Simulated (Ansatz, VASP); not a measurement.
**MnS: VASP beside Ansatz**

Aim: how closely do two programs agree when they are given the same cell, functional and k mesh? The cell comes out of the VASP series on this material, whose earlier steps may have relaxed, scaled or displaced it; both programs get it as it stands.

Calculated with Ansatz 0.2.0; plane waves, with VASP 6.6.1 beside it; zone-centre phonons at revPBE.

### 1. Starting point

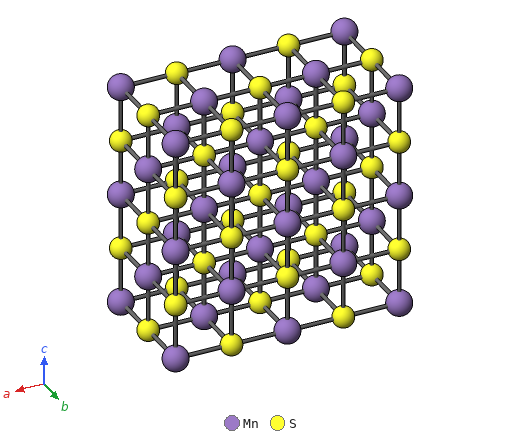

The cell as given, from a free direction (manganese light purple, sulfur yellow). 2×1×2 cells are drawn. This picture shows the conventional cell, with its axes. Some periodic images of atoms are drawn too.

Structure file:

```cif
data_structure
_symmetry_space_group_name_H-M 'Fm-3m'
_symmetry_Int_Tables_number 225
_cell_length_a 5.1716
_cell_length_b 5.1716
_cell_length_c 5.1716
_cell_angle_alpha 90.000
_cell_angle_beta 90.000
_cell_angle_gamma 90.000
_cell_volume 138.31
loop_
_atom_site_label
_atom_site_type_symbol
_atom_site_symmetry_multiplicity
_atom_site_Wyckoff_symbol
_atom_site_fract_x
_atom_site_fract_y
_atom_site_fract_z
_atom_site_occupancy
Mn1 Mn 4 a 0.00000 0.00000 0.00000 1
S1 S 4 b 0.50000 0.00000 0.00000 1
```

### 2. VASP: zone-centre phonons, revPBE

Second derivatives magnify differences that forces hide, and they need a tight electronic threshold.

Lines of VASP's logs that name or quote its potential files are left out, and so is its time.

INCAR

```
SYSTEM = MnS
PREC = Accurate
ENCUT = 400
EDIFF = 1E-08
NELM = 100
ISMEAR = 0
SIGMA = 0.05
LREAL = .FALSE.
ALGO = Normal
GGA = RE
ISPIN = 2
MAGMOM = 4.242 0.093
LMAXMIX = 4
LORBIT = 11
LWAVE = .FALSE.
LCHARG = .FALSE.
IBRION = 8
ISIF = 2
```

POSCAR

```
MnS
1.0
    0.0000000000      2.5857884300      2.5857884300
    2.5857884300      0.0000000000      2.5857884300
    2.5857884300      2.5857884300      0.0000000000
Mn S
1 1
Direct
    0.0000000000      0.0000000000      0.0000000000
    0.5000000000      0.5000000000      0.5000000000
```

KPOINTS

```
Automatic mesh
0
Gamma
8 8 8
0 0 0
```

PAW data sets: Mn_pv and S (PBE family, release 64).

The run is started by

```bash
mpirun -np 1 vasp_std
```

Numbers of over 12 decimals in the logs are rounded to 6 here.

What it wrote:

```text
[banner, memory and clock lines left out]
running    1 mpi-ranks, on    1 nodes
 distrk:  each k-point on    1 cores,    1 groups
 distr:  one band on    1 cores,    1 groups

 POSCAR found type information on POSCAR MnS
 POSCAR found :  2 types and       2 ions
|                                                                             |
|               ----> ADVICE to this user running VASP <----                  |
|                                                                             |
|     You enforced a specific xc type in the INCAR file but a different       |
|     [... a line on the potential file left out ...]
|     I HOPE YOU KNOW WHAT YOU ARE DOING!                                     |
|                                                                             |

 LDA part: xc-table for (Slater+PW92), standard interpolation
 POSCAR, INCAR and KPOINTS ok, starting setup
 FFT: planning ... GRIDC
 FFT: planning ... GRID_SOFT
 FFT: planning ... GRID
 WAVECAR not read
 entering main loop
       N       E                     dE             d eps       ncg     rms          rms(c)
DAV:   1     0.119994490165E+03    0.11999E+03   -0.95106E+03  1820   0.109E+03
DAV:   2    -0.932533153772E+01   -0.12932E+03   -0.12418E+03  1915   0.304E+02
DAV:   3    -0.145690666449E+02   -0.52437E+01   -0.52150E+01  2104   0.692E+01
DAV:   4    -0.146322653877E+02   -0.63199E-01   -0.63191E-01  2055   0.783E+00
DAV:   5    -0.146335229922E+02   -0.12576E-02   -0.12576E-02  2244   0.112E+00    0.119E+01
DAV:   6    -0.135362287832E+02    0.10973E+01   -0.78727E+00  1832   0.350E+01    0.109E+01
DAV:   7    -0.135350685547E+02    0.11602E-02   -0.80862E-01  1792   0.127E+01    0.636E+00
DAV:   8    -0.135436927102E+02   -0.86242E-02   -0.51871E-02  2048   0.237E+00    0.327E+00
DAV:   9    -0.135402336773E+02    0.34590E-02   -0.10528E-02  1908   0.135E+00    0.245E-01
DAV:  10    -0.135407718254E+02   -0.53815E-03   -0.21935E-03  2007   0.418E-01    0.140E-01
DAV:  11    -0.135408342669E+02   -0.62442E-04   -0.16746E-04  1938   0.139E-01    0.969E-02
DAV:  12    -0.135408726604E+02   -0.38394E-04   -0.64139E-05  1950   0.622E-02    0.687E-02
DAV:  13    -0.135408828998E+02   -0.10239E-04   -0.13857E-05  2124   0.353E-02    0.308E-02
DAV:  14    -0.135408836483E+02   -0.74846E-06   -0.11287E-05  1831   0.390E-02    0.806E-03
DAV:  15    -0.135408850051E+02   -0.13568E-05   -0.11521E-06  2097   0.795E-03    0.146E-03
DAV:  16    -0.135408849806E+02    0.24466E-07   -0.23490E-08  1935   0.135E-03    0.678E-04
DAV:  17    -0.135408850733E+02   -0.92604E-07   -0.37865E-08  1985   0.126E-03    0.610E-04
DAV:  18    -0.135408850447E+02    0.28582E-07   -0.26257E-09  1101   0.458E-04    0.142E-04
DAV:  19    -0.135408850639E+02   -0.19232E-07   -0.48076E-10  1052   0.208E-04    0.516E-05
DAV:  20    -0.135408850641E+02   -0.20964E-09   -0.53821E-11   996   0.697E-05
   1 F= -.13540885E+02 E0= -.13540528E+02  d E =-.713555E-03  mag=     4.6734
 Linear response reoptimize wavefunctions to high precision
DAV:   1    -0.135408850668E+02   -0.27107E-08   -0.15868E-11  1066   0.387E-05
DAV:   2    -0.135408850668E+02    0.51841E-10    0.13457E-12   996   0.106E-05
 Linear response DOF=           2
 Linear response progress:
  Degree of freedom:   1/  2
       N       E                     dE             d eps       ncg     rms          rms(c)
RMM:   1    -0.603497649462E+00   -0.60350E+00   -0.26761E+01  3678   0.228E+02
RMM:   2    -0.692136440586E+00   -0.88639E-01   -0.10921E-01  5175   0.345E+00    0.126E+00
RMM:   3    -0.655543525329E+00    0.36593E-01   -0.28335E-02  5676   0.153E+00    0.500E-01
RMM:   4    -0.665160475012E+00   -0.96169E-02   -0.34117E-03  5688   0.497E-01    0.783E-02
RMM:   5    -0.665350134326E+00   -0.18966E-03   -0.42462E-04  6352   0.158E-01    0.425E-02
RMM:   6    -0.665462731916E+00   -0.11260E-03   -0.45979E-05  5951   0.696E-02    0.149E-02
RMM:   7    -0.665486032748E+00   -0.23301E-04   -0.65700E-06  6385   0.217E-02    0.545E-03
RMM:   8    -0.665428485108E+00    0.57548E-04   -0.88054E-07  6436   0.712E-03    0.247E-03
RMM:   9    -0.665386161454E+00    0.42324E-04   -0.14719E-07  5877   0.369E-03    0.405E-04
RMM:  10    -0.665390305052E+00   -0.41436E-05   -0.44589E-07  6098   0.144E-03    0.263E-04
RMM:  11    -0.665389728524E+00    0.57653E-06   -0.26129E-07  6519   0.496E-04    0.125E-04
RMM:  12    -0.665391023761E+00   -0.12952E-05   -0.25349E-07  6449   0.227E-04    0.242E-05
RMM:  13    -0.665390887885E+00    0.13588E-06   -0.13340E-07  6334   0.114E-04    0.182E-05
RMM:  14    -0.665390857206E+00    0.30680E-07   -0.13436E-07  6529   0.493E-05    0.932E-06
RMM:  15    -0.665390852300E+00    0.49058E-08   -0.75582E-08  6818   0.264E-05    0.570E-06
 first order change of Fermi-energy   0.89751E-04
 force on displaced ion       1 direction 1 :  -3.051   0.000   0.000
 Linear response progress:
  Degree of freedom:   2/  2
       N       E                     dE             d eps       ncg     rms          rms(c)
RMM:   1    -0.102452447578E+00   -0.10245E+00    0.48449E-02  8070   0.202E+00
RMM:   2    -0.102321259401E+00    0.13119E-03   -0.27692E-03  6032   0.351E-01    0.119E-01
RMM:   3    -0.102900174417E+00   -0.57892E-03   -0.33694E-04  6062   0.130E-01    0.538E-02
RMM:   4    -0.103478408083E+00   -0.57823E-03   -0.11778E-04  6262   0.748E-02    0.475E-02
RMM:   5    -0.103533839557E+00   -0.55431E-04   -0.68129E-06  6177   0.243E-02    0.138E-02
RMM:   6    -0.103570642877E+00   -0.36803E-04   -0.39761E-06  6007   0.192E-02    0.112E-02
RMM:   7    -0.103584628048E+00   -0.13985E-04   -0.86852E-07  6064   0.980E-03    0.275E-03
RMM:   8    -0.103587500070E+00   -0.28720E-05   -0.53991E-08  6420   0.209E-03    0.206E-03
RMM:   9    -0.103592710862E+00   -0.52108E-05   -0.58254E-08  5958   0.167E-03    0.531E-04
RMM:  10    -0.103592102143E+00    0.60872E-06    0.18465E-07  6375   0.522E-04    0.494E-05
RMM:  11    -0.103591755820E+00    0.34632E-06    0.13143E-07  6540   0.136E-04    0.433E-05
RMM:  12    -0.103591681565E+00    0.74255E-07   -0.21931E-07  6333   0.621E-05    0.274E-05
RMM:  13    -0.103591716668E+00   -0.35103E-07    0.44479E-09  6448   0.215E-05    0.108E-05
RMM:  14    -0.103591729277E+00   -0.12609E-07    0.67776E-09  6232   0.830E-06    0.331E-06
RMM:  15    -0.103591722834E+00    0.64428E-08    0.33370E-09  5299   0.471E-06    0.118E-06
 first order change of Fermi-energy   0.10639E-02
 force on displaced ion       2 direction 1 :  -3.032   0.000   0.000
 Linear response finished
```

From OUTCAR (step 2):

```text
ion  position               nearest neighbor table
   1  0.000  0.000  0.000-   2 2.59   2 2.59   2 2.59   2 2.59   2 2.59   2 2.59
   2  0.500  0.500  0.500-   1 2.59   1 2.59   1 2.59   1 2.59   1 2.59   1 2.59

  LATTYP: Found a face centered cubic cell.
 ALAT       =     5.1715768600

 Subroutine GETGRP returns: Found 48 space group operations
 (whereof 48 operations were pure point group operations)

The static configuration has the point symmetry O_h .

 Found     29 irreducible k-points:

   k-points           NKPTS =     29   k-points in BZ     NKDIM =     29   number of bands    NBANDS=     15

   dimension x,y,z NGX =    24 NGY =   24 NGZ =   24
   dimension x,y,z NGXF=    48 NGYF=   48 NGZF=   48

   ENCUT  =  400.0 eV  29.40 Ry    5.42 a.u.   5.96  5.96  5.96*2*pi/ulx,y,z

   NELECT =      19.0000    total number of electrons

 k-points in reciprocal lattice and weights: Automatic mesh
   0.00000000  0.00000000  0.00000000       0.002
   0.12500000  0.00000000  0.00000000       0.016
   0.25000000  0.00000000  0.00000000       0.016
   0.37500000  0.00000000  0.00000000       0.016
   0.50000000  0.00000000  0.00000000       0.008
   0.12500000  0.12500000  0.00000000       0.012
   0.25000000  0.12500000  0.00000000       0.047
   0.37500000  0.12500000  0.00000000       0.047
   0.50000000  0.12500000  0.00000000       0.047
[...]
-0.37500000  0.50000000  0.12500000       0.023
  -0.25000000  0.50000000  0.25000000       0.012

 average (electrostatic) potential at core
       1 -68.3792       2 -85.1116

  Total       -0.0122880     -0.0122880     -0.0122880      0.0000000      0.0000000      0.0000000
  in kB       -0.5693537     -0.5693537     -0.5693537      0.0000000      0.0000000      0.0000000
  external PRESSURE =      -0.5693537 kB  Pullay stress =       0.0000000 kB

  energy-cutoff  :      400.00
  volume of cell :       34.58
      direct lattice vectors                 reciprocal lattice vectors
     0.000000000  2.585788430  2.585788430    -0.193364621  0.193364621  0.193364621
     2.585788430  0.000000000  2.585788430     0.193364621 -0.193364621  0.193364621
     2.585788430  2.585788430  0.000000000     0.193364621  0.193364621 -0.193364621

 POSITION                                       TOTAL-FORCE (eV/Angst)
 -----------------------------------------------------------------------------------
      0.00000      0.00000      0.00000         0.000000     -0.000000     -0.000000
      2.58579      2.58579      2.58579        -0.000000      0.000000      0.000000
 -----------------------------------------------------------------------------------
    total drift:                                0.000000     -0.000000     -0.000000

 Eigenvectors and eigenvalues of the dynamical matrix
 ----------------------------------------------------

   1 f  =    6.056475 THz    38.053955 2PiTHz  202.022263 cm-1    25.047557 meV
             X         Y         Z           dx          dy          dz
      0.000000  0.000000  0.000000     0.000000    0.608257    0.000000
      2.585788  2.585788  2.585788     0.000000   -0.793740    0.000000

   2 f  =    6.056475 THz    38.053955 2PiTHz  202.022263 cm-1    25.047557 meV
             X         Y         Z           dx          dy          dz
      0.000000  0.000000  0.000000    -0.608257    0.000000    0.000000
      2.585788  2.585788  2.585788     0.793740    0.000000    0.000000

   3 f  =    6.056475 THz    38.053955 2PiTHz  202.022263 cm-1    25.047557 meV
             X         Y         Z           dx          dy          dz
      0.000000  0.000000  0.000000     0.000000    0.000000   -0.608257
      2.585788  2.585788  2.585788     0.000000    0.000000    0.793740

   4 f/i=    0.008905 THz     0.055951 2PiTHz    0.297035 cm-1     0.036828 meV
             X         Y         Z           dx          dy          dz
      0.000000  0.000000  0.000000     0.793740    0.000000    0.000000
      2.585788  2.585788  2.585788     0.608257    0.000000    0.000000

   5 f/i=    0.008905 THz     0.055951 2PiTHz    0.297035 cm-1     0.036828 meV
             X         Y         Z           dx          dy          dz
      0.000000  0.000000  0.000000     0.000000   -0.793740    0.000000
      2.585788  2.585788  2.585788     0.000000   -0.608257    0.000000

   6 f/i=    0.008905 THz     0.055951 2PiTHz    0.297035 cm-1     0.036828 meV
             X         Y         Z           dx          dy          dz
      0.000000  0.000000  0.000000     0.000000    0.000000    0.793740
      2.585788  2.585788  2.585788     0.000000    0.000000    0.608257

 ELASTIC MODULI CONTR FROM IONIC RELAXATION (kBar)
 Direction    XX          YY          ZZ          XY          YZ          ZX
 --------------------------------------------------------------------------------
 XX           0.0000      0.0000      0.0000      0.0000      0.0000      0.0000
 YY           0.0000      0.0000      0.0000      0.0000      0.0000      0.0000
 ZZ           0.0000      0.0000      0.0000      0.0000      0.0000      0.0000
 XY           0.0000      0.0000      0.0000      0.0000      0.0000      0.0000
 YZ           0.0000      0.0000      0.0000      0.0000      0.0000      0.0000
 ZX           0.0000      0.0000      0.0000      0.0000      0.0000      0.0000
 --------------------------------------------------------------------------------

 magnetization (x)
# of ion       s       p       d       tot
------------------------------------------
    1        0.052   0.041   4.149   4.242
    2        0.026   0.066   0.000   0.093
--------------------------------------------------
tot          0.078   0.107   4.149   4.334
```

(Part 1 of 2 ends here.)

[Lines on the potential files, build, host, timing and source positions are cut from VASP's logs without a mark.]

[Logs are printed without paths, hosts, clocks, repeated set-up lines and the standing remarks that a program may print on its own settings, such as how far it seeks lower states.]

[Hosts, paths, dates, database ids (printed as entryN), source tags and the programs' standing remarks are cut or masked in the printed files.]
